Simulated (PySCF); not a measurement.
# C4H9OSi (SMILES CCO[Si]1CC1) (doublet): what the fields show

Input

```
{"job": {"kind": "epr", "basis": "pcH-1"}, "charge": 0, "multiplicity": 2}
C      2.210551    -0.166754     0.044507
C      1.275969     0.868769     0.650029
O      0.302098     0.270839     1.467121
Si    -1.033148    -0.569414     1.084260
C     -1.529455    -0.935515    -0.699952
C     -2.403889     0.155850     0.003622
H      2.675905    -0.751641     0.833743
H      1.651721    -0.840484    -0.600829
H      2.985515     0.325388    -0.537167
H      0.789451     1.447890    -0.143106
H      1.833112     1.557563     1.293568
H     -2.073138    -1.824853    -0.986895
H     -0.932813    -0.571379    -1.530316
H     -2.315011     1.156344    -0.404815
H     -3.441281    -0.114611     0.137385
```

Run with:

```sh
OMP_NUM_THREADS=1 python probes_run.py task.json out
```

Geometry: GFN2-xTB.

Level of theory: PySCF 2.14.0, density-fitted response routines, UKS B3LYP, pcH-1 on C H O Si, non-relativistic, mean-field spin-orbit, GIAO.

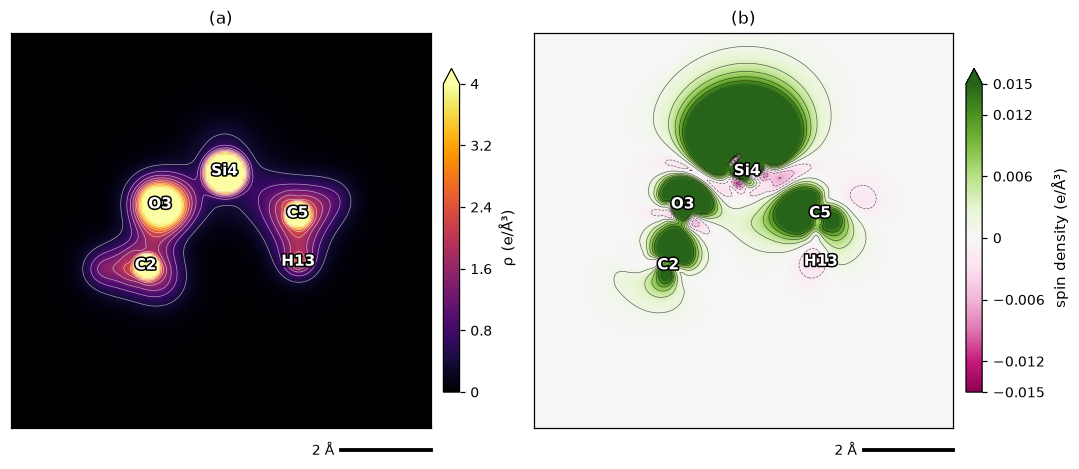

Figure 1. (a) total electron density; (b) spin density on the plane of atoms O3, Si4 and C5.

Question: Describe what can be read from this map.

Answer:
- Atoms in the plane: C, O, Si and H.
- C–O (1.40 Å): ρ is about 2.1 e/Å³ halfway.
- Si–O (1.62 Å): ρ is about 1.2 e/Å³ halfway.
- C–Si (1.89 Å): ρ at the midpoint is about 0.79 e/Å³.
- C–H (1.09 Å): ρ at the midpoint is about 2 e/Å³.
- The unpaired spin (1 electron) lies mostly on Si4 (about 0.7), C6 (about 0.1) and C5 (about 0.1), in electrons by Hirshfeld's partition.

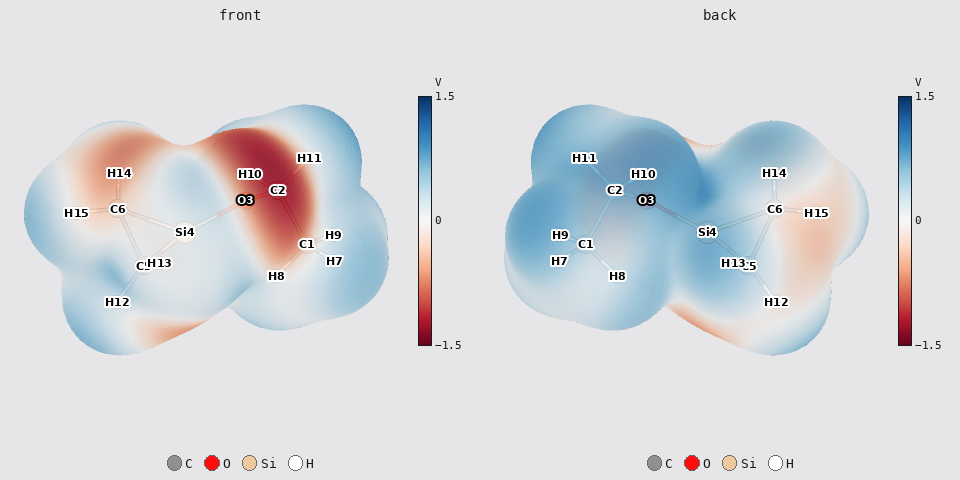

Figure 2. The electrostatic potential painted on the density surface at 0.002 e/bohr³, seen from the front and from behind; the colour scale runs from red (negative) to blue (positive).

Question: Where is the surface potential most negative and most positive?

Answer: The most negative region (about −1.2 V) lies over O3, the most positive (about +0.9 V) over Si4, C5, C6 and H10. O3 is the likeliest acceptor of a hydrogen bond.
